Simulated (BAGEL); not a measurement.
# singlet C2H4Si: levels of theory compared

Aim: a comparison of 6 runs (HF/3-21G, HF/6-311+G**, B3LYP/6-31G*, B3LYP/6-311+G**, PBE0/6-311+G**, RI-MP2/6-311+G**) of singlet C2H4Si. 

The results are computed with BAGEL 1.2.2.

2 further runs of the same task are left out: 2 set aside as unsound or not needed. Runs told in other sessions of the task aren't counted.

## 1. The molecule

The species is C2H4Si (7 atoms), meant as a singlet with charge 0. As SMILES of the parent species, `C=C[SiH]`. The coordinates come from a GFN2-xTB relaxation. This is one conformer, not always the lowest. That shape belongs to the parent species and isn't relaxed for this state.

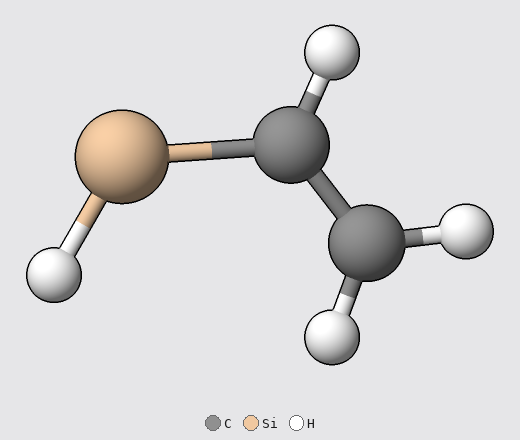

Viewed from a chosen angle; carbon grey, silicon light orange, hydrogen white.

## 2. A single-point energy at HF/3-21G (density fitting with qzvpp-jkfit) (run 1)

Input file hf.json:

```json
{ "bagel" : [

{
  "title" : "molecule",
  "basis" : "3-21g",
  "df_basis" : "qzvpp-jkfit",
  "angstrom" : "true",
  "geometry" : [
    { "atom" : "C", "xyz" : [      -0.664880,       0.403150,      -0.661530 ] },
    { "atom" : "C", "xyz" : [      -0.043620,       0.393820,       0.534920 ] },
    { "atom" : "Si", "xyz" : [       1.210520,      -0.843240,       1.034030 ] },
    { "atom" : "H", "xyz" : [      -0.458220,      -0.333550,      -1.419980 ] },
    { "atom" : "H", "xyz" : [      -1.396740,       1.153360,      -0.910180 ] },
    { "atom" : "H", "xyz" : [      -0.297240,       1.164440,       1.252740 ] },
    { "atom" : "H", "xyz" : [       1.650180,      -1.937980,       0.169990 ] }
  ]
},

{ "title" : "hf" },

{ "title" : "print", "file" : "orbitals.molden", "orbitals" : "true" }

]}
```

Started as:

```bash
$ BAGEL_NUM_THREADS=1 BAGEL hf.json > hf.out
```

The program printed:

```text
* using 1 threads per process

  ===============================================================
  ===============================================================

  *** Geometry ***

  { "atom" : "C", "xyz" : [     -1.256441,      0.761843,     -1.250111 ] },
  { "atom" : "C", "xyz" : [     -0.082430,      0.744212,      1.010852 ] },
  { "atom" : "Si", "xyz" : [      2.287551,     -1.593493,      1.954034 ] },
  { "atom" : "H", "xyz" : [     -0.865910,     -0.630318,     -2.683373 ] },
  { "atom" : "H", "xyz" : [     -2.639456,      2.179535,     -1.719991 ] },
  { "atom" : "H", "xyz" : [     -0.561702,      2.200473,      2.367336 ] },
  { "atom" : "H", "xyz" : [      3.118388,     -3.662251,      0.321235 ] },

  Number of auxiliary basis functions:      350

  Since a DF basis is specified, we compute 2- and 3-index integrals:
    o Being stored without compression. Storage requirement is 0.004 GB

  Number of basis functions:       39
  Number of electrons      :       30

    * METHOD: MOLECULE                             0.07

  *** RHF ***

  === Nuclear Repulsion ===
    83.0545169572

      * DIIS with orbital gradients will be used.

  === RHF iteration (3-21g) ===
      0       -364.88600778          0.01630311           0.01
      1       -364.92589374          0.00498373           0.01
      2       -364.93030667          0.00178034           0.01
[... 10 lines of this table left out ...]
     13       -364.93096471          0.00000001           0.01
    * SCF iteration converged.

    * Permanent dipole moment:
           (    0.792522,    -0.289107,     1.090957) a.u.

    * METHOD: HF                                   0.21

    * METHOD: PRINT                                0.00

  ===============================================================
```

It took 0.44 s on 1 thread of Arm Neoverse V2, shared host; peak memory 0.084 GiB.

## 3. The energy at HF/6-311+G(d,p) (density fitting with qzvpp-jkfit) (run 2)

Input file job.json:

```json
{ "bagel": [

{
  "title": "molecule",
  "basis": "6-311+gss.json",
  "df_basis": "qzvpp-jkfit",
  "angstrom": true,
  "geometry": [
    { "atom": "C", "xyz": [      -0.664880,       0.403150,      -0.661530 ] },
    { "atom": "C", "xyz": [      -0.043620,       0.393820,       0.534920 ] },
    { "atom": "Si", "xyz": [       1.210520,      -0.843240,       1.034030 ] },
    { "atom": "H", "xyz": [      -0.458220,      -0.333550,      -1.419980 ] },
    { "atom": "H", "xyz": [      -1.396740,       1.153360,      -0.910180 ] },
    { "atom": "H", "xyz": [      -0.297240,       1.164440,       1.252740 ] },
    { "atom": "H", "xyz": [       1.650180,      -1.937980,       0.169990 ] }
  ]
},

{
  "title": "hf"
},

{
  "title": "print",
  "file": "orbitals.molden",
  "orbitals": true
}

]}
```

The basis set 6-311+G** is read from a file made from the Basis Set Exchange's data (not shown).

Started as:

```bash
$ BAGEL_NUM_THREADS=1 BAGEL job.json > job.out
```

The program printed:

```text
* using 1 threads per process

  ===============================================================
  ===============================================================

  *** Geometry ***

[... 20 lines left out ...]
  === Nuclear Repulsion ===
    83.0545169572

      * DIIS with orbital gradients will be used.

  === RHF iteration (6-311+gss.json) ===
      0       -366.71814356          0.02292199           0.04
      1       -366.86409935          0.01257783           0.04
      2       -366.90875412          0.00159412           0.04
[... 12 lines of this table left out ...]
     15       -366.91082768          0.00000001           0.04
    * SCF iteration converged.

    * Permanent dipole moment:
           (    0.745190,    -0.269699,     1.029152) a.u.

    * METHOD: HF                                   0.74

    * METHOD: PRINT                                0.02

  ===============================================================
```

Run time: 1.1 s. Hardware: 1 thread of Arm Neoverse V2, shared host; peak memory 0.097 GiB.

## 4. A single-point energy at B3LYP/6-31G(d) (density fitting with qzvpp-jkfit, spherical functions) (run 3)

Input file input.json:

```json
{ "bagel": [

{
  "title": "molecule",
  "basis": "6-31gs.json",
  "df_basis": "qzvpp-jkfit",
  "angstrom": true,
  "geometry": [
    { "atom": "C", "xyz": [      -0.664880,       0.403150,      -0.661530 ] },
    { "atom": "C", "xyz": [      -0.043620,       0.393820,       0.534920 ] },
    { "atom": "Si", "xyz": [       1.210520,      -0.843240,       1.034030 ] },
    { "atom": "H", "xyz": [      -0.458220,      -0.333550,      -1.419980 ] },
    { "atom": "H", "xyz": [      -1.396740,       1.153360,      -0.910180 ] },
    { "atom": "H", "xyz": [      -0.297240,       1.164440,       1.252740 ] },
    { "atom": "H", "xyz": [       1.650180,      -1.937980,       0.169990 ] }
  ]
},

{ "title": "ks", "xc_func": "b3lyp" },

{ "title": "print", "file": "orbitals.molden", "orbitals": true }

]}
```

The basis set 6-31G* is read from a file made from the Basis Set Exchange's data (not shown).

Started as:

```bash
$ BAGEL_NUM_THREADS=1 BAGEL input.json > input.out
```

The program printed:

```text
* using 1 threads per process

  ===============================================================
  ===============================================================

  *** Geometry ***

[... 20 lines left out ...]
    * Removing 11209 points whose weight is below 1.00e-10
[... 2 lines left out ...]
  === Nuclear Repulsion ===
    83.0545169572

       - DIIS with orbital gradients will be used.

  === KS iteration (b3lyp / 6-31gs.json) ===
      0       -347.74532252          0.15855526           0.17
      1       -348.67546202          0.18429183           0.17
      2       -350.79062202          0.17244619           0.16
[... 13 lines of this table left out ...]
     16       -367.99241172          0.00000000           0.16
    * SCF iteration converged.

    * Permanent dipole moment:
           (    0.759292,    -0.317058,     0.981944) a.u.

    * METHOD: KS                                   3.07

    * METHOD: PRINT                                0.01

  ===============================================================
```

Wall time 3.6 s (1 thread of Arm Neoverse V2, shared host); peak memory 0.25 GiB.

Runs 4 to 5 aren't shown in full; the table further down has their settings and results.

## 5. The energy at RI-MP2/6-311+G(d,p) (density fitting with qzvpp-jkfit) (run 6)

Input file calc.json:

```json
{ "bagel": [

{
  "title": "molecule",
  "basis": "6-311+gss.json",
  "df_basis": "qzvpp-jkfit",
  "angstrom": "true",
  "geometry": [
    { "atom": "C", "xyz": [      -0.664880,       0.403150,      -0.661530 ] },
    { "atom": "C", "xyz": [      -0.043620,       0.393820,       0.534920 ] },
    { "atom": "Si", "xyz": [       1.210520,      -0.843240,       1.034030 ] },
    { "atom": "H", "xyz": [      -0.458220,      -0.333550,      -1.419980 ] },
    { "atom": "H", "xyz": [      -1.396740,       1.153360,      -0.910180 ] },
    { "atom": "H", "xyz": [      -0.297240,       1.164440,       1.252740 ] },
    { "atom": "H", "xyz": [       1.650180,      -1.937980,       0.169990 ] }
  ]
},

{ "title": "hf" },

{ "title": "mp2", "ncore": 7 }

]}
```

The basis set 6-311+G** is read from a file made from the Basis Set Exchange's data (not shown).

Started as:

```bash
$ BAGEL_NUM_THREADS=1 BAGEL calc.json > calc.out
```

The program printed:

```text
* using 1 threads per process

  ===============================================================
  ===============================================================

  *** Geometry ***

[... 31 lines left out ...]
    * SCF iteration converged.
[... 1 line left out ...]
    * Permanent dipole moment:
[... 2 lines left out ...]
    * METHOD: HF                                   0.71

  *** RHF ***

  === Nuclear Repulsion ===
    83.0545169572

      * DIIS with orbital gradients will be used.

  === RHF iteration (6-311+gss.json) ===
      0       -366.91082768          0.00000000           0.04
    * SCF iteration converged.

    * Permanent dipole moment:
           (    0.745190,    -0.269699,     1.029152) a.u.

  === DF-MP2 calculation ===

    * freezing 7 orbitals
    * 3-index integral transformation done
    * assembly done

      MP2 correlation energy:   -0.3617533009      0.02

      MP2 total energy:       -367.2725809827

    * METHOD: MP2                                  0.11

  ===============================================================
```

It took 1.1 s on 1 thread of Arm Neoverse V2, shared host; peak memory 0.098 GiB.

## 6. Overview of the runs

```
run                                                                 level  frozen core orbitals  energy (Eh)  dipole moment (D)  HOMO energy (eV)  LUMO energy (eV)  wall time
  1                           HF/3-21G (density fitting with qzvpp-jkfit)                     –  -364.930965               3.51             -7.33              0.62     0.44 s
  2                       HF/6-311+G** (density fitting with qzvpp-jkfit)                     –  -366.910828               3.30             -7.56              0.31      1.1 s
  3  B3LYP/6-31G* (density fitting with qzvpp-jkfit, spherical functions)                     –  -367.992412               3.26             -4.87             -2.82      3.6 s
  4                    B3LYP/6-311+G** (density fitting with qzvpp-jkfit)                     –  -368.045995               3.05             -5.11             -3.07        6 s
  5                     PBE0/6-311+G** (density fitting with qzvpp-jkfit)                     –  -367.792225               3.14             -5.27             -2.90        6 s
  6                   RI-MP2/6-311+G** (density fitting with qzvpp-jkfit)                     7  -367.272581                  –                 –                 –      1.1 s
```

## 7. What came out

```
                                          quantity          value
                               run 6: total energy  -367.27258 Eh
run 6: correlation energy (7 core orbitals frozen)     -361.8 mEh
```

Over runs 1, 2, 3, 4, 5 the dipole moment (its size) runs from 3.05 D (B3LYP/6-311+G**) to 3.51 D (HF/3-21G). The two ends differ in method and basis. Over runs 1, 2, 3, 4, 5 the HOMO–LUMO gap runs from 2.04 eV (B3LYP/6-311+G**) to 7.95 eV (HF/3-21G). Totals of different functionals can't be ranked against each other. All runs together took 18 s, the longest 6 s.
